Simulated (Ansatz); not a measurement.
```
CELL_PARAMETERS angstrom
5.15310 0.00000 0.00000
0.00000 5.15310 0.00000
0.00000 0.00000 10.17785
ATOMIC_POSITIONS crystal
Zr 0.00000 0.00000 0.00000
Pb 0.00000 0.00000 0.50000
I 0.50000 0.50000 0.00000
I 0.50000 0.50000 0.50000
I 0.50000 0.00000 0.21151
I 0.50000 0.00000 0.78849
I 0.00000 0.50000 0.21151
I 0.00000 0.50000 0.78849
```

Space group P4/mmm; a structure from a database of computed crystals, not necessarily the ambient phase; started from the AlSiNi6-123 prototype, which need not be the ambient phase.

Level of theory: Ansatz 0.2.0, DFT, r2SCAN+rVV10, plane waves, PAW.

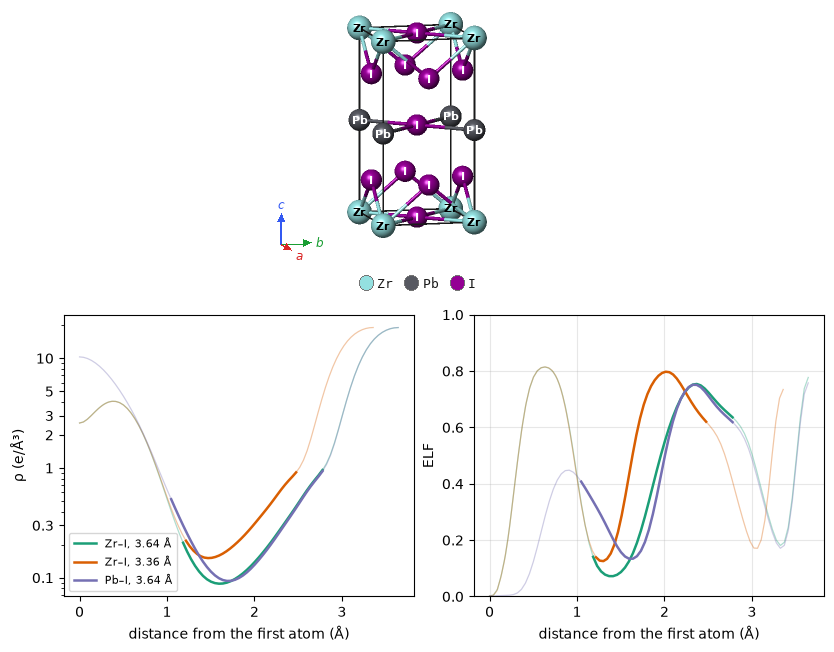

ZrPbI6. Valence pseudo-density and electron localisation function along straight lines between neighbouring atoms. Thin, pale parts lie inside the atomic spheres. The structure is drawn too.

The density is the valence pseudo-density of a PAW calculation; it isn't the true density close to the nuclei.

> Compare the contacts.

Zr–I (3.64 Å): ρ at the midpoint is about 0.1 e/Å³, with its minimum of 0.09 e/Å³ about 1.6 Å from Zr; the ELF peaks at about 0.75 in the valence shell of I, 1.3 Å from its nucleus, and drops to about 0.05 between the two atoms (no localised pair shows between them).
Zr–I (3.36 Å): the density is about 0.17 e/Å³ at the midpoint, with its minimum of 0.15 e/Å³ about 1.5 Å from Zr; the ELF peaks at about 0.80 in the valence shell of I, 1.3 Å from its nucleus, and drops to about 0.15 between the two atoms; no shared electron pair shows on this line.
Pb–I (3.64 Å): ρ at the midpoint is about 0.1 e/Å³; the ELF peaks at about 0.75 in the valence shell of I, 1.3 Å from its nucleus, and drops to about 0.15 between the two atoms.
